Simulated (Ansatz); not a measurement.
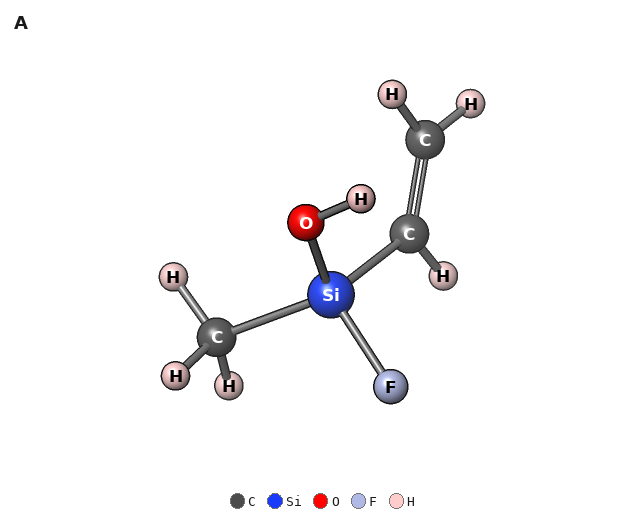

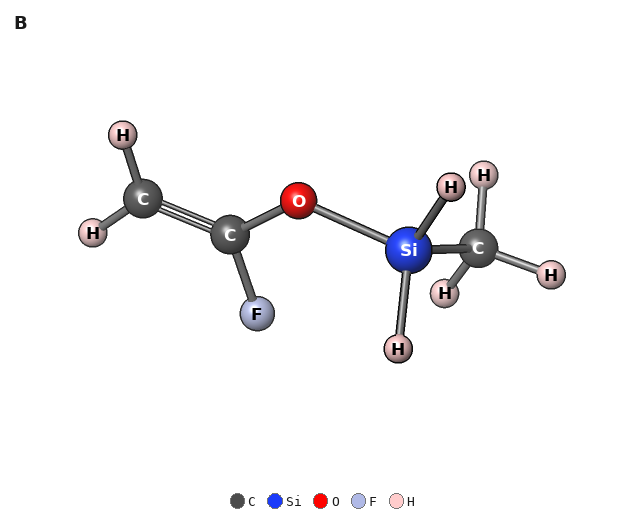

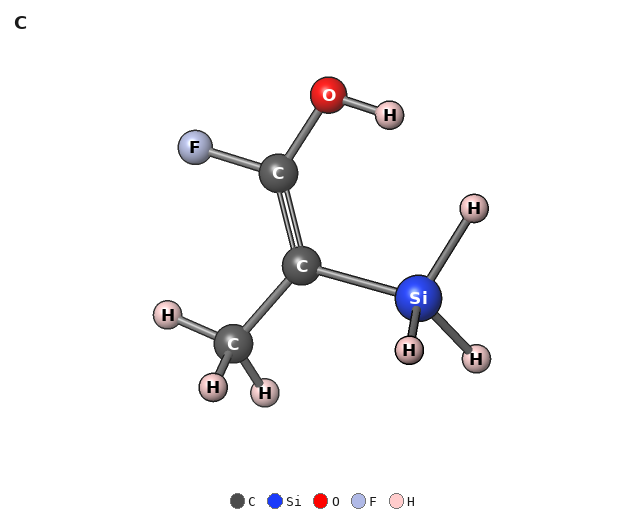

3 stationary structures of one formula. Geometries: PBE-D4/def2-SVP. Electronic energies: PBE-D4/def2-SVP (Ansatz 0.2.0), without zero-point energy. No frequency run is at hand to confirm each as a minimum. Each is one conformer, not always the lowest.

> Rank them by energy, lowest first.

A is lowest; B lies 49.5 kcal/mol above it, C lies 72.4 kcal/mol above it. A is `C=C[Si@](C)(O)F`, B is `C=C(F)O[SiH2]C`, C is `C/C([SiH3])=C(/O)F`.
